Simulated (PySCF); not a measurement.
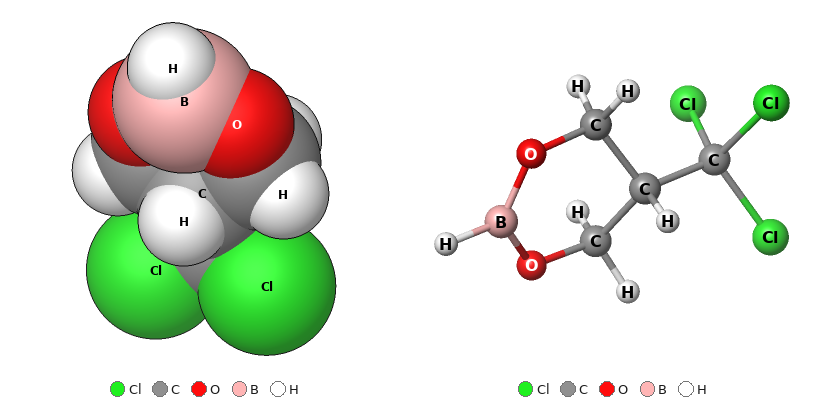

Both panels show the same species.

Computed geometry: PBE0-D3(BJ)/def2-SVP optimisation. No frequency run is at hand to confirm it as a minimum.

Count the atoms of each element.

C4H6BCl3O2, 16 atoms: 4 carbon, 6 hydrogen, 1 boron, 3 chlorine and 2 oxygen.

Does it have rings?

Independent rings (smallest set): 1 of 6 members.

Give a SMILES string for it.

ClC(Cl)(Cl)C1COBOC1

Name some functional groups or characteristic bonds that it holds.

Among them: C–Cl bond, B–H bond.

Count the bonded pairs by element.

5 C–H, 3 C–Cl, 3 C–C, 2 C–O, 2 B–O, 1 B–H.

More results for the same structure follow; atom numbers are the same in all pictures, views and colours differ.

### Geometry

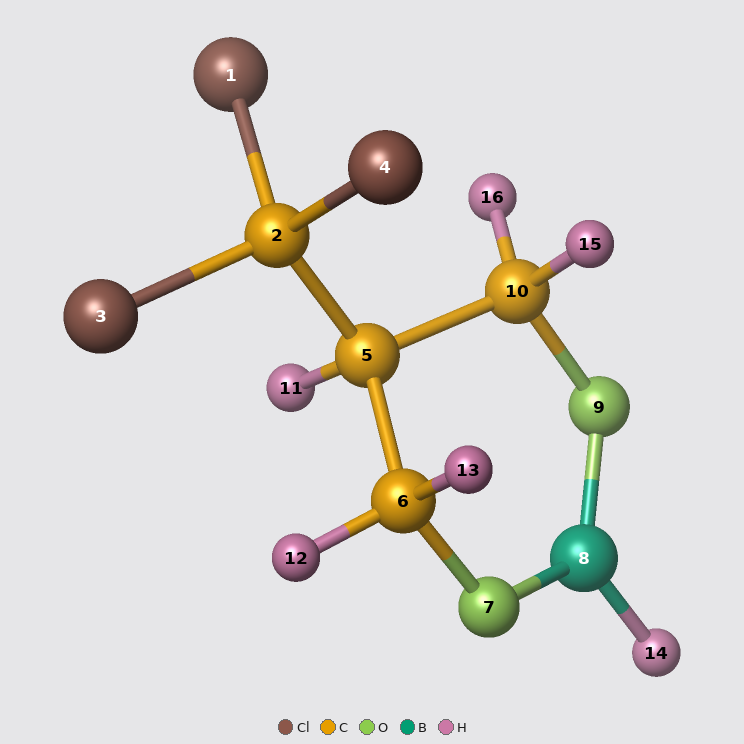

Numbered structure. No frequency run is at hand to confirm it as a minimum.

Which atoms are bonded, and how long are the bonds?

```tsv
bond	length (Å)	order
Cl1–C2	1.783	single
C2–Cl3	1.782	single
C2–Cl4	1.785	single
C2–C5	1.525	single
C5–C6	1.528	single
C5–C10	1.529	single
C5–H11	1.104	single
C6–O7	1.406	single
C6–H12	1.099	single
C6–H13	1.103	single
O7–B8	1.358	single
B8–O9	1.357	single
B8–H14	1.203	single
O9–C10	1.406	single
C10–H15	1.103	single
C10–H16	1.099	single
```

### Dipole moment

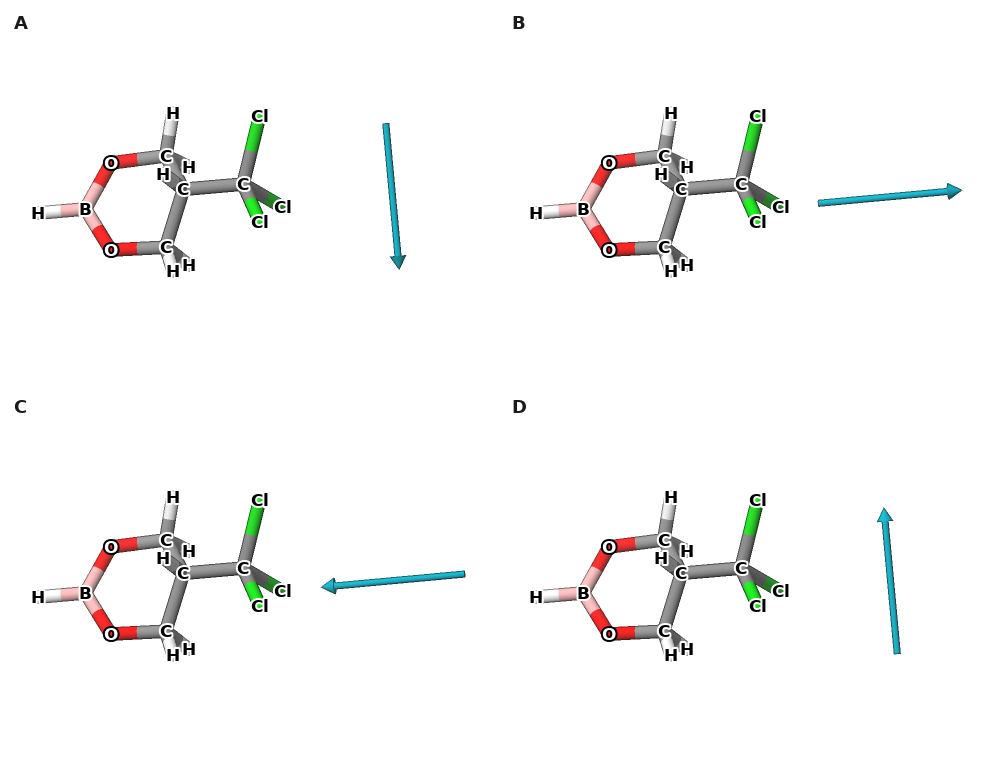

The same molecule four times, each with an arrow. No frequency run is at hand to confirm it as a minimum. Method: PBE0/pcSseg-1, gas phase (PySCF 2.14.0).

Which arrow points along the dipole moment, from the negative to the positive end?

B. The dipole moment is 1.09 D.

### Ring current

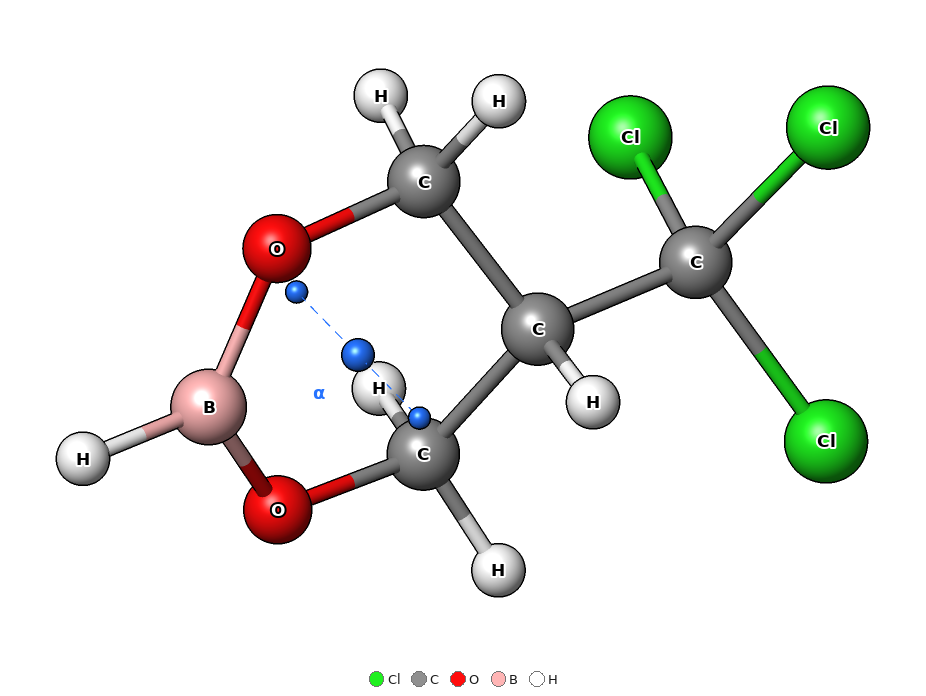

The small points mark where nucleus-independent chemical shifts (NICS) were computed: at the centre of each lettered ring and 1 Å above and below it. No frequency run is at hand to confirm it as a minimum. Properties computed with GIAO PBE0/pcSseg-1 NMR shielding, non-relativistic, gas phase (PySCF 2.14.0).

Give NICS(0), NICS(1) and the out-of-plane component NICS(1)zz for each ring (means of the two sides).

| ring | members | NICS(0) | NICS(1) | NICS(1)zz |
| --- | --- | --- | --- | --- |
| α | C3BO2 | −2.4 | −1.9 | 0.8 |

Values in ppm.

What do the values say about the ring currents?

Ring α: weak, as in a non-aromatic ring. NICS is one index among several.

### Quadrupole coupling

No frequency run is at hand to confirm it as a minimum. Electric field gradients from the ground-state density, PBE0/pcSseg-1 (PySCF 2.14.0), non-relativistic apart from any core potentials.

Give the largest field-gradient component, the quadrupole coupling constant and the asymmetry for 35Cl at Cl1 (Q = −81.7 mb), 35Cl at Cl4 (Q = −81.7 mb), 17O at O7 (Q = −25.6 mb), 11B at B8 (Q = 40.59 mb), 17O at O9 (Q = −25.6 mb).

```
atom  V_zz (a.u.)  e²qQ/h (MHz)     η
 Cl1        4.319         −82.9  0.01
 Cl4        4.272         −82.0  0.01
  O7        1.603         −9.64  0.06
  B8        0.344          3.28  0.49
  O9        1.605         −9.65  0.06
```
